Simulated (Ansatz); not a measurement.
# C₄H₁₁Al (SMILES C[C](C)(C)[AlH2]): what the fields show

Input file:

```
crystal:
  periodic: [false, false, false]
  atoms:
    - {symbol: C, position_ang: [-0.534258, 0.580749, -1.295787]}
    - {symbol: C, position_ang: [-0.011434, -0.029821, 0.005710]}
    - {symbol: C, position_ang: [1.451493, 0.380538, 0.188578]}
    - {symbol: C, position_ang: [-0.108879, -1.550257, -0.067588]}
    - {symbol: Al, position_ang: [-1.048991, 0.718304, 1.515852]}
    - {symbol: H, position_ang: [-0.485121, 1.674212, -1.289031]}
    - {symbol: H, position_ang: [0.067229, 0.235272, -2.149077]}
    - {symbol: H, position_ang: [-1.571019, 0.294528, -1.502670]}
    - {symbol: H, position_ang: [1.896677, -0.053690, 1.090342]}
    - {symbol: H, position_ang: [1.572873, 1.466965, 0.246045]}
    - {symbol: H, position_ang: [2.055213, 0.032835, -0.662243]}
    - {symbol: H, position_ang: [-1.138544, -1.890514, -0.212641]}
    - {symbol: H, position_ang: [0.267031, -2.031458, 0.840230]}
    - {symbol: H, position_ang: [0.483230, -1.935662, -0.909870]}
    - {symbol: H, position_ang: [-1.070885, 2.298427, 1.714938]}
    - {symbol: H, position_ang: [-1.847617, -0.213027, 2.531515]}
basis:
  gaussian: {orbitals: def2-TZVPP}
hamiltonian: {xc: pbe0, dispersion: d4}
output: {orbitals: {seedname: orbitals}}
```

Command:

```sh
ansatz run in.yaml --threads 4 --pin off --events-out ev --progress --plain --max-ram 10444MiB
```

Geometry: PBE0-D4/def2-TZVP.

All numbers below come from RKS PBE0-D4/def2-TZVPP in Ansatz.

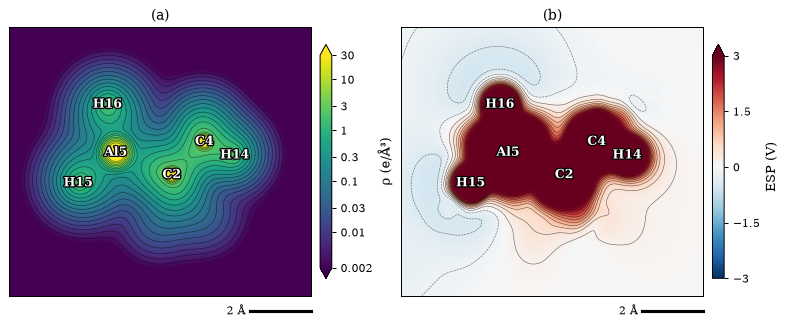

Figure 1. (a) total electron density; (b) electrostatic potential on the plane of atoms C2, C4 and H14.

**What does the map show?**

The section cuts through C, Al and H sites.
C–C (1.53 Å): the density is about 1.6 e/Å³ at the midpoint.
C–Al (1.98 Å): ρ is about 0.72 e/Å³ halfway.
C–H (1.10 Å): ρ at the midpoint is about 1.9 e/Å³.
Al–H (1.59 Å): ρ at the midpoint is about 0.55 e/Å³.
Outside the dense part of the molecule the potential is most negative (−0.6 V) near H15.

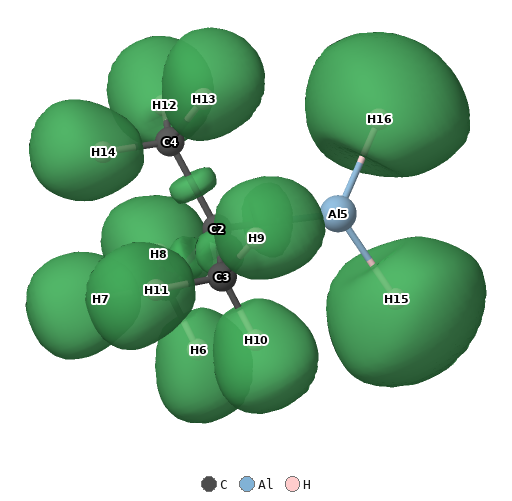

Figure 2. Isosurface of the electron localisation function at 0.85 (green), seen at a tilt. Core shells and regions of very low density are left out.

**Describe the localisation domains.**

At this value the surface marks out one region between bonded Al–C atoms (shared pairs), three regions between bonded C–C atoms (shared pairs) and eleven regions around hydrogen nuclei. Profiles from the grid: C–C (1.53 Å): the ELF peaks at about 0.95 between the atoms; a shared electron pair. C–Al (1.98 Å): the ELF peaks at about 0.95 between the atoms: a shared but strongly polarised pair.

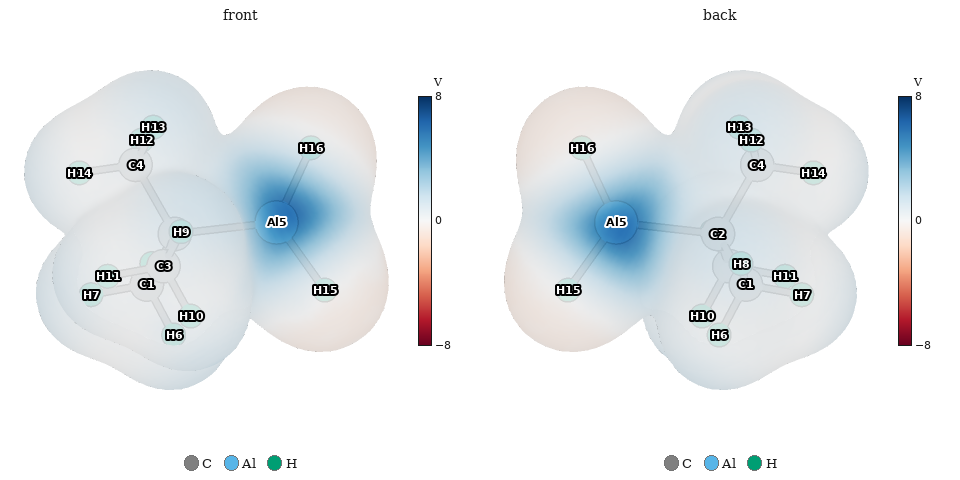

Figure 3. The electrostatic potential painted on the density surface at 0.004 e/bohr³, seen from the front and from behind; red is negative and blue positive.

**Describe the electrostatic potential map.**

The most negative region (about −0.5 V, or −12 kcal/mol for a unit charge) lies over H15 and H16, the most positive (about +6.0 V, or +138 kcal/mol for a unit charge) over Al5.
